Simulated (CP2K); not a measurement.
Consider methylthioketene at its PBE geometry (Å).

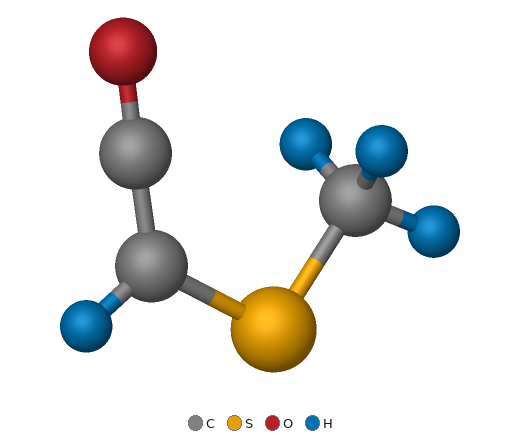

The molecule (carbon grey, sulfur orange, oxygen red, hydrogen blue).

```xyz
9

C    -1.2265    0.6272   -0.1672
S    -0.6341   -0.8710   -0.9859
C     0.9785   -1.0287   -0.2602
C     1.4924   -0.1983    0.6255
O     1.9305    0.5599    1.4214
H    -0.5930    1.4920   -0.4055
H    -1.2867    0.4913    0.9209
H    -2.2344    0.8057   -0.5594
H     1.5735   -1.8780   -0.5896
```

Method: CP2K XAS_TDP, all-electron GAPW, PBEh(45%), aug-cc-pVDZ, TDA, ZORA, spin–orbit coupling.

**Question.** Where do the S L₂,₃-edge lines lie, and how strong are they?

Leading lines: S2 163.11 eV. The leading line of an atom is its first one with 35 % of the strongest within 2.5 eV of its lowest line over the strength cut. 

The first six lines of each atom with a strength over 0.0003:

```
              atom  energy (eV)  states  strength, one atom
S2 (bonded to 2 C)       162.97       2              0.0003
                         163.07       1              0.0010
                         163.11       1              0.0018
                         164.15       1              0.0007
                         164.17       1              0.0011
                         164.23       2              0.0003
```

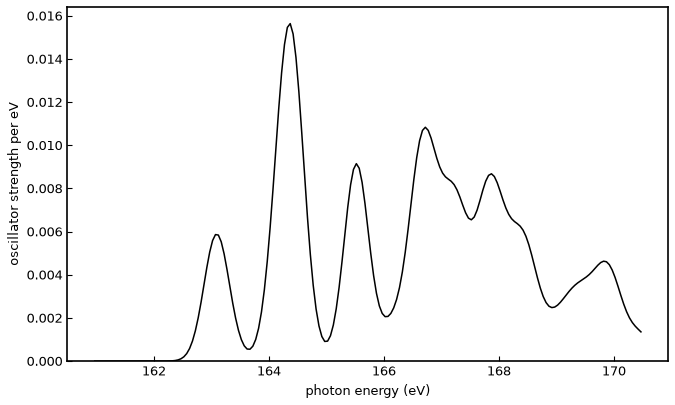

All atoms added, broadened by 0.5 eV.

Lines are vertical, at one geometry, with no vibrational structure. Without a correction of the core level, line positions, and the gaps between valence and Rydberg lines, follow the share of exact exchange. Rydberg lines, and the discretised continuum above threshold, depend on the basis and the box.

[Banner, clock and machine lines of the logs are left out without a mark of their own.]

[Logs are printed without paths, hosts, clocks, repeated set-up lines and the standing remarks that a program may print on its own settings, such as how far it seeks lower states.]

[Hosts, paths, dates, database ids (printed as entryN), source tags and the programs' standing remarks are cut or masked in the printed files.]
